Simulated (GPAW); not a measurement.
**Calculation of the molecule and its ions of SiH2F2 (part 3 of 3)**

SiH2F2, SMILES [H][Si]([H])(F)F; C09-vdW/dzp, scalar-relativistic datasets (GPAW 26.7.0). The geometry comes from this level: GFN2-xTB.

Geometry of the input (Å):
```
Si -0.0914  0.0006  -0.0643
F  0.0092  -0.0188  1.5265
F  1.4360  0.0106  -0.5197
H  -0.6801  1.2578  -0.4555
H  -0.6737  -1.2502  -0.4869
```

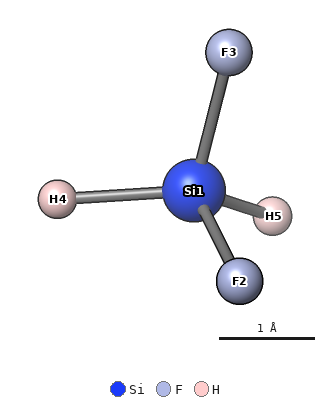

*The structure (ball-and-stick view, seen at a tilt; atoms are numbered from 1 in the order of the input).*

### The program's output, continued
```
Converged in 11 steps
SCF loop duration: 145.663 s (13.242 s/step)
Energy contributions relative to reference atoms: (reference = -13339.486145)

Energy contributions:
  Kinetic:          15.477170
  Coulomb:         -12.564903
  Zero:              0.355518
  External:          0.000000
  Xc:                4.254196
  Entropy:           0.000000
  Spinorbit:         0.000000
  ----------------------------
  Free energy:       7.521981
  Extrapolated:      7.521981

dipole moment: (5.203551, 5.998265, 5.201592)  # |e|*Ang

Total magnetic moment: (0.000000, 0.000000, 0.999996)

Local magnetic moments
|        x |        y |        z |
|----------|----------|----------|
| 0.000000 | 0.000000 | 0.064151 |  # Si   0
| 0.000000 | 0.000000 | 0.142430 |  # F    1
| 0.000000 | 0.000000 | 0.142894 |  # F    2
| 0.000000 | 0.000000 | 0.107001 |  # H    3
| 0.000000 | 0.000000 | 0.107065 |  # H    4

Fermi levels: -11.839, -16.505
Eigenvalues  # (at kpt = [0.000, 0.000, 0.000])
| band index |      eig [eV] | occ [0-1] |      eig [eV] | occ [0-1] |
|------------|---------------|-----------|---------------|-----------|
|          0 |       -37.738 |     1.000 |       -37.438 |     1.000 |
|        ... |               |           |               |           |
|          2 |       -22.350 |     1.000 |       -21.883 |     1.000 |
|          3 |       -19.558 |     1.000 |       -19.140 |     1.000 |
|          4 |       -19.298 |     1.000 |       -18.889 |     1.000 |
|          5 |       -19.255 |     1.000 |       -18.842 |     1.000 |
|          6 |       -17.976 |     1.000 |       -17.393 |     1.000 |
|          7 |       -17.762 |     1.000 |       -17.372 |     1.000 |
|          8 |       -17.188 |     1.000 |       -17.010 |     1.000 |
|          9 |       -17.064 |     1.000 |       -16.000 |     0.000 |
|         10 |        -7.679 |     0.000 |        -7.543 |     0.000 |
|         11 |        -7.244 |     0.000 |        -7.028 |     0.000 |
|         12 |        -5.688 |     0.000 |        -5.209 |     0.000 |
|         13 |        -4.171 |     0.000 |        -3.804 |     0.000 |

Gap: 8.321 eV
Transition (v -> c):
  (s=1, k=0, n=9, [0.00, 0.00, 0.00]) -> (s=0, k=0, n=10, [0.00, 0.00, 0.00])
No difference between direct/indirect transitions
vacuum-level: 0.000  # V
oxidised        7.52198 eV
  __  _  _
 | _ |_)|_||  |
 |__||  | ||/\| - 26.7.0

units:  Angstrom and eV
cores:  1
OpenMP: False

Versions:
  Python: 3.12.14
  ASE:    3.29.0
  Numpy:  2.5.5
  Scipy:  1.18.1
  Libxc:  7.0.0

Input parameters:
  mode=LCAO(),
  basis={'default': 'dzp'},
  charge=-1,
  h=0.18,
  maxiter=100,
  occupations=Occupations(name='fermi-dirac', width=0.0, fixmagmom=True),
  symmetry=Symmetry(point_group=False, time_reversal=False),
  xc=XC(name='C09-vdW', backend='libvdwxc')

timing:  # [seconds]
  Total: 192.443  # ━━━━━━━━━━━━━━━━━━━━━━━━━━━━━━━━━━━━━━━━━━━━━━━━━━━━━━━━━
  Init:   46.613  # ━━━━━━━━━━━━━━
  SCF:   145.663  # ━━━━━━━━━━━━━━━━━━━━━━━━━━━━━━━━━━━━━━━━━━━

Max RSS: 2419.879  # MiB
        .----------------------------.
       /|                            |
      / |                            |
     /  |                            |
    /   |                            |
   /    |                            |
  /     |                            |
 *      |                            |
 |      |                            |
 |      |                            |
 |      |         F                  |
 |      |        H                   |
 |      |         Si  F              |
 |      |       H                    |
 |      |                            |
 |      .----------------------------.
 |     /                            /
 |    /                            /
 |   /                            /
 |  /                            /
 | /                            /
 |/                            /
 *----------------------------*

Atoms  # Å, Bohr magnetons
|   | symbol |        x |        y |        z |    initial magnetic moments |
|---|--------|----------|----------|----------|-----------------------------|
| 0 |     Si | 5.530700 | 5.996735 | 5.432330 | ( 0.0000,  0.0000,  0.2000) |
| 1 |      F | 5.631300 | 5.977335 | 7.023120 | ( 0.0000,  0.0000,  0.2000) |
| 2 |      F | 7.058080 | 6.006805 | 4.976880 | ( 0.0000,  0.0000,  0.2000) |
| 3 |      H | 4.941920 | 7.253975 | 5.041080 | ( 0.0000,  0.0000,  0.2000) |
| 4 |      H | 4.948320 | 4.746025 | 5.009700 | ( 0.0000,  0.0000,  0.2000) |

Unit cell  # Å
| periodic |         x |         y |         z |   lengths |    angles |
|----------|-----------|-----------|-----------|-----------|-----------|
|       no | 12.000000 |  0.000000 |  0.000000 | 12.000000 | 90.000000 |
|       no |  0.000000 | 12.000000 |  0.000000 | 12.000000 | 90.000000 |
|       no |  0.000000 |  0.000000 | 12.000000 | 12.000000 | 90.000000 |

Number of symmetries: 1
Symmetry operations  # r_c * U_cc + t_c -> r_c
|   | kind |            matrix            |
|---|------|------------------------------|
| 0 |  E   |  1, 0, 0,  0, 1, 0,  0, 0, 1 |

BZ-sampling:
  Number of BZ points: 1
  Number of IBZ points: 1

  Monkhorst-Pack size: [1, 1, 1]
  Monkhorst-Pack shift: [0, 0, 0]

K-points  # in reciprocal-cell coordinates
|   |                                coordinates |     weight |
|---|--------------------------------------------|------------|
| 0 | (  0.00000000,   0.00000000,   0.00000000) | 1.00000000 |

basis functions: 49
Spin-components: 2 (collinear spins)
Bands:           14
Projectors:      21
Spin-degeneracy: 1
Datatype:        <class 'float'>

  Storage: CPU
  Wave functions: 10_976 bytes (10_976 per core)

Parallelization:
  kpt:    1
  domain: 1
  band:   1

Density:
  Valence electrons: 20.0
  Components: 2
  Grid points: [68 68 68]
  Charge: -1.0  # |e|

Potential:
  Grid points: [68 68 68]

species:
  Si:
    name:    Silicon
    Z:       14.0
    valence: 4
    core:    10
    charge:  0.0  # [|e|]
    file:    Si.PBE.gz
    compensation charges:
      type: gauss
      rc: 0.33  # [Å]
      lmax: 2
    cutoffs:
      filter: 1.86  # [Å]
      core: 2.06  # [Å]
    projectors
    | kind |    occ | energy [eV] | rcut [Å] |
    |------|--------|-------------|----------|
    |   3s |  2.000 |     -10.812 |    1.058 |
    |   3p |  2.000 |      -4.081 |    1.058 |
    |    s |        |      16.399 |    1.058 |
    |    p |        |      23.130 |    1.058 |
    |    d |        |       0.000 |    1.058 |

    LCAO basis set for Si:
      Name: dzp
      File: Si.dzp.basis.gz
      Number of radial functions: 5
      Number of spherical harmonics: 13
        l=0, rc=6.8594 Bohr: 3s-sz confined orbital
        l=1, rc=9.0625 Bohr: 3p-sz confined orbital
        l=0, rc=3.8906 Bohr: 3s-dz split-valence wave
        l=1, rc=5.2344 Bohr: 3p-dz split-valence wave
        l=2, rc=9.0625 Bohr: d-type Gaussian polarization
      Number of RI-basis functions 0

  F:
    name:    Fluorine
    Z:       9.0
    valence: 7
    core:    2
    charge:  0.0  # [|e|]
    file:    F.PBE.gz
    compensation charges:
      type: gauss
      rc: 0.20  # [Å]
      lmax: 2
    cutoffs:
      filter: 1.14  # [Å]
      core: 0.74  # [Å]
    projectors
    | kind |    occ | energy [eV] | rcut [Å] |
    |------|--------|-------------|----------|
    |   2s |  2.000 |     -29.898 |    0.635 |
    |   2p |  5.000 |     -11.110 |    0.635 |
    |    s |        |      -2.687 |    0.635 |
    |    p |        |      16.102 |    0.635 |
    |    d |        |       0.000 |    0.635 |

    LCAO basis set for F:
      Name: dzp
      File: F.dzp.basis.gz
      Number of radial functions: 5
      Number of spherical harmonics: 13
        l=0, rc=3.8594 Bohr: 2s-sz confined orbital
        l=1, rc=4.8750 Bohr: 2p-sz confined orbital
        l=0, rc=2.0156 Bohr: 2s-dz split-valence wave
        l=1, rc=2.6094 Bohr: 2p-dz split-valence wave
        l=2, rc=4.8750 Bohr: d-type Gaussian polarization
      Number of RI-basis functions 0

  H:
    name:    Hydrogen
    Z:       1.0
    valence: 1
    core:    0
    charge:  0.0  # [|e|]
    file:    H.PBE.gz
    compensation charges:
      type: gauss
      rc: 0.15  # [Å]
      lmax: 2
    cutoffs:
      filter: 0.85  # [Å]
      core: 0.53  # [Å]
    projectors
    | kind |    occ | energy [eV] | rcut [Å] |
    |------|--------|-------------|----------|
    |   1s |  1.000 |      -6.494 |    0.476 |
    |    s |        |      20.717 |    0.476 |
    |    p |        |       0.000 |    0.476 |

    LCAO basis set for H:
      Name: dzp
      File: H.dzp.basis.gz
      Number of radial functions: 3
      Number of spherical harmonics: 5
        l=0, rc=6.4219 Bohr: 1s-sz confined orbital
        l=0, rc=3.6094 Bohr: 1s-dz split-valence wave
        l=1, rc=6.4219 Bohr: p-type Gaussian polarization
      Number of RI-basis functions 0

Reference energy: -13339.486145  # eV

eigensolver:
  <gpaw.new.lcao.eigensolver.LCAOEigensolver object at 0x7fb0004d7ce0>
density mixing:
  MSR1-Mixer
  Pratt-step length: 0.05
  Maximum mixing coefficient: 0.75
  Old densities: 10
  SVD Regularization: 0.005
  Good broyden scale: 1.0
  Trust region scale: 1.0
  Backstep threshold: 4.0
  History deletion threshold: 6.0
  Fourier metric: weight=20.0, sigma=0.015

occupation numbers:
  Fixed magnetic moment: 1.000
  # Zero width

FastPoissonSolver using
    Stencil: 6*3+1=19 point O(h^6) finite-difference Laplacian
    FFT axes: []
    FST axes: [np.int64(0), np.int64(1), np.int64(2)]

xc functional:
  name: vdW-C09 with libvdwxc
  Mode: serial
  Semilocal: GGA_X_C09X+LDA_C_PW with 2 nearest neighbor stencil
  Corresponding non-local functional: vdW-DF
  Local blocksize: 136 x 136 x 136
  PAW datasets: PBE
interpolation: tri-quintic # 5. degree polynomial

        .----------------------------.
       /|                            |
      / |                            |
     /  |                            |
    /   |                            |
   /    |                            |
  /     |                            |
 *      |                            |
 |      |                            |
 |      |                            |
 |      |         F                  |
 |      |        H                   |
 |      |         Si  F              |
 |      |       H                    |
 |      |                            |
 |      .----------------------------.
 |     /                            /
 |    /                            /
 |   /                            /
 |  /                            /
 | /                            /
 |/                            /
 *----------------------------*

Atoms  # Å, Bohr magnetons
|   | symbol |        x |        y |        z |    initial magnetic moments |
|---|--------|----------|----------|----------|-----------------------------|
| 0 |     Si | 5.530700 | 5.996735 | 5.432330 | ( 0.0000,  0.0000,  0.2000) |
| 1 |      F | 5.631300 | 5.977335 | 7.023120 | ( 0.0000,  0.0000,  0.2000) |
| 2 |      F | 7.058080 | 6.006805 | 4.976880 | ( 0.0000,  0.0000,  0.2000) |
| 3 |      H | 4.941920 | 7.253975 | 5.041080 | ( 0.0000,  0.0000,  0.2000) |
| 4 |      H | 4.948320 | 4.746025 | 5.009700 | ( 0.0000,  0.0000,  0.2000) |

Unit cell  # Å
| periodic |         x |         y |         z |   lengths |    angles |
|----------|-----------|-----------|-----------|-----------|-----------|
|       no | 12.000000 |  0.000000 |  0.000000 | 12.000000 | 90.000000 |
|       no |  0.000000 | 12.000000 |  0.000000 | 12.000000 | 90.000000 |
|       no |  0.000000 |  0.000000 | 12.000000 | 12.000000 | 90.000000 |

Number of symmetries: 1
Symmetry operations  # r_c * U_cc + t_c -> r_c
|   | kind |            matrix            |
|---|------|------------------------------|
| 0 |  E   |  1, 0, 0,  0, 1, 0,  0, 0, 1 |

BZ-sampling:
  Number of BZ points: 1
  Number of IBZ points: 1

  Monkhorst-Pack size: [1, 1, 1]
  Monkhorst-Pack shift: [0, 0, 0]

K-points  # in reciprocal-cell coordinates
|   |                                coordinates |     weight |
|---|--------------------------------------------|------------|
| 0 | (  0.00000000,   0.00000000,   0.00000000) | 1.00000000 |

basis functions: 49
Spin-components: 2 (collinear spins)
Bands:           14
Projectors:      21
Spin-degeneracy: 1
Datatype:        <class 'float'>

  Storage: CPU
  Wave functions: 10_976 bytes (10_976 per core)

Parallelization:
  kpt:    1
  domain: 1
  band:   1

Density:
  Valence electrons: 20.0
  Components: 2
  Grid points: [68 68 68]
  Charge: -1.0  # |e|

Potential:
  Grid points: [68 68 68]

species:
  Si:
    name:    Silicon
    Z:       14.0
    valence: 4
    core:    10
    charge:  0.0  # [|e|]
    file:    Si.PBE.gz
    compensation charges:
      type: gauss
      rc: 0.33  # [Å]
      lmax: 2
    cutoffs:
      filter: 1.86  # [Å]
      core: 2.06  # [Å]
    projectors
    | kind |    occ | energy [eV] | rcut [Å] |
    |------|--------|-------------|----------|
    |   3s |  2.000 |     -10.812 |    1.058 |
    |   3p |  2.000 |      -4.081 |    1.058 |
    |    s |        |      16.399 |    1.058 |
    |    p |        |      23.130 |    1.058 |
    |    d |        |       0.000 |    1.058 |

    LCAO basis set for Si:
      Name: dzp
      File: Si.dzp.basis.gz
      Number of radial functions: 5
      Number of spherical harmonics: 13
        l=0, rc=6.8594 Bohr: 3s-sz confined orbital
        l=1, rc=9.0625 Bohr: 3p-sz confined orbital
        l=0, rc=3.8906 Bohr: 3s-dz split-valence wave
        l=1, rc=5.2344 Bohr: 3p-dz split-valence wave
        l=2, rc=9.0625 Bohr: d-type Gaussian polarization
      Number of RI-basis functions 0

  F:
    name:    Fluorine
    Z:       9.0
    valence: 7
    core:    2
    charge:  0.0  # [|e|]
    file:    F.PBE.gz
    compensation charges:
      type: gauss
      rc: 0.20  # [Å]
      lmax: 2
    cutoffs:
      filter: 1.14  # [Å]
      core: 0.74  # [Å]
    projectors
    | kind |    occ | energy [eV] | rcut [Å] |
    |------|--------|-------------|----------|
    |   2s |  2.000 |     -29.898 |    0.635 |
    |   2p |  5.000 |     -11.110 |    0.635 |
    |    s |        |      -2.687 |    0.635 |
    |    p |        |      16.102 |    0.635 |
    |    d |        |       0.000 |    0.635 |

    LCAO basis set for F:
      Name: dzp
      File: F.dzp.basis.gz
      Number of radial functions: 5
      Number of spherical harmonics: 13
        l=0, rc=3.8594 Bohr: 2s-sz confined orbital
        l=1, rc=4.8750 Bohr: 2p-sz confined orbital
        l=0, rc=2.0156 Bohr: 2s-dz split-valence wave
        l=1, rc=2.6094 Bohr: 2p-dz split-valence wave
        l=2, rc=4.8750 Bohr: d-type Gaussian polarization
      Number of RI-basis functions 0

  H:
    name:    Hydrogen
    Z:       1.0
    valence: 1
    core:    0
    charge:  0.0  # [|e|]
    file:    H.PBE.gz
    compensation charges:
      type: gauss
      rc: 0.15  # [Å]
      lmax: 2
    cutoffs:
      filter: 0.85  # [Å]
      core: 0.53  # [Å]
    projectors
    | kind |    occ | energy [eV] | rcut [Å] |
    |------|--------|-------------|----------|
    |   1s |  1.000 |      -6.494 |    0.476 |
    |    s |        |      20.717 |    0.476 |
    |    p |        |       0.000 |    0.476 |

    LCAO basis set for H:
      Name: dzp
      File: H.dzp.basis.gz
      Number of radial functions: 3
      Number of spherical harmonics: 5
        l=0, rc=6.4219 Bohr: 1s-sz confined orbital
        l=0, rc=3.6094 Bohr: 1s-dz split-valence wave
        l=1, rc=6.4219 Bohr: p-type Gaussian polarization
      Number of RI-basis functions 0

Reference energy: -13339.486145  # eV

eigensolver:
  <gpaw.new.lcao.eigensolver.LCAOEigensolver object at 0x7fb00043e870>
density mixing:
  MSR1-Mixer
  Pratt-step length: 0.05
  Maximum mixing coefficient: 0.75
  Old densities: 10
  SVD Regularization: 0.005
  Good broyden scale: 1.0
  Trust region scale: 1.0
  Backstep threshold: 4.0
  History deletion threshold: 6.0
  Fourier metric: weight=20.0, sigma=0.015

occupation numbers:
  Fixed magnetic moment: 1.000
  # Zero width

FastPoissonSolver using
    Stencil: 6*3+1=19 point O(h^6) finite-difference Laplacian
    FFT axes: []
    FST axes: [np.int64(0), np.int64(1), np.int64(2)]

xc functional:
  name: vdW-C09 with libvdwxc
  Mode: serial
  Semilocal: GGA_X_C09X+LDA_C_PW with 2 nearest neighbor stencil
  Corresponding non-local functional: vdW-DF
  Local blocksize: 136 x 136 x 136
  PAW datasets: PBE
interpolation: tri-quintic # 5. degree polynomial

Initialization done in: 39.967 s

convergence criteria:
- Maximum [total energy] change in last 3 cyles: 0.0005 eV / valence electron
- Maximum integral of absolute [dens]ity change: 0.0001 electrons / valence electron
- Maximum integral of absolute [eigenst]ate change: 4e-08 eV^2 / valence electron
maximum number of iterations: 100

SCF iterations
|iter     |     time |      energy | eigst |  dens |  magmom |
|---------|----------|-------------|-------|-------|---------|
|iter:   1| 00:05:43 |   -2.330945 |      c|       |  +0.9998|
|iter:   2| 00:05:54 |   -2.239911 |      c| -0.78 |  +0.9998|
|iter:   3| 00:06:08 |   -1.967908 |      c| -0.81 |  +1.0000|
|iter:   4| 00:06:23 |   -1.999151 |      c| -1.37 |  +1.0000|
|iter:   5| 00:06:37 |   -2.005048 |      c| -1.85 |  +1.0000|
|iter:   6| 00:06:52 |   -2.005446c|      c| -2.62 |  +1.0000|
|iter:   7| 00:07:06 |   -2.005506c|      c| -3.05 |  +1.0000|
|iter:   8| 00:07:21 |   -2.005512c|      c| -3.45 |  +1.0000|
|iter:   9| 00:07:37 |   -2.005512c|      c| -3.92 |  +1.0000|
|iter:  10| 00:07:53 |   -2.005512c|      c| -4.60c|  +1.0000|

Converged in 10 steps
SCF loop duration: 130.057 s (13.006 s/step)
Energy contributions relative to reference atoms: (reference = -13339.486145)

Energy contributions:
  Kinetic:          40.922788
  Coulomb:         -29.622816
  Zero:              0.340311
  External:          0.000000
  Xc:              -13.645795
  Entropy:           0.000000
  Spinorbit:         0.000000
  ----------------------------
  Free energy:      -2.005512
  Extrapolated:     -2.005512

dipole moment: (-5.659633, -5.995856, -5.517997)  # |e|*Ang

Total magnetic moment: (0.000000, 0.000000, 1.000006)

Local magnetic moments
|        x |        y |         z |
|----------|----------|-----------|
| 0.000000 | 0.000000 |  0.143270 |  # Si   0
| 0.000000 | 0.000000 |  0.035741 |  # F    1
| 0.000000 | 0.000000 |  0.036079 |  # F    2
| 0.000000 | 0.000000 | -0.006446 |  # H    3
| 0.000000 | 0.000000 | -0.006451 |  # H    4

Fermi levels: 5.896, 6.398
Eigenvalues  # (at kpt = [0.000, 0.000, 0.000])
| band index |      eig [eV] | occ [0-1] |      eig [eV] | occ [0-1] |
|------------|---------------|-----------|---------------|-----------|
|          0 |       -23.125 |     1.000 |       -23.028 |     1.000 |
|        ... |               |           |               |           |
|          3 |        -5.091 |     1.000 |        -4.959 |     1.000 |
|          4 |        -4.729 |     1.000 |        -4.583 |     1.000 |
|          5 |        -4.692 |     1.000 |        -4.505 |     1.000 |
|          6 |        -3.391 |     1.000 |        -3.314 |     1.000 |
|          7 |        -3.122 |     1.000 |        -2.956 |     1.000 |
|          8 |        -3.039 |     1.000 |        -2.891 |     1.000 |
|          9 |        -1.632 |     1.000 |        -1.521 |     1.000 |
|         10 |         5.548 |     1.000 |         6.552 |     0.000 |
|         11 |         6.245 |     0.000 |         6.676 |     0.000 |
|         12 |         7.894 |     0.000 |         8.164 |     0.000 |
|         13 |         9.407 |     0.000 |         9.442 |     0.000 |

Gap: 0.698 eV
Transition (v -> c):
  (s=0, k=0, n=10, [0.00, 0.00, 0.00]) -> (s=0, k=0, n=11, [0.00, 0.00, 0.00])
No difference between direct/indirect transitions
vacuum-level: 0.000  # V
reduced        -2.00551 eV
Vertical IP: 12.148 eV
Vertical EA: -2.621 eV
```

### Key numbers

| quantity | value |
| --- | --- |
| outcome | converged |
| ionisation energy | 12.15 eV |
| wall time | 7.9 min |
| peak memory | 2.4 GiB |

### Remarks

Further notes kept with the run: anion unbound: the value hangs on the box.
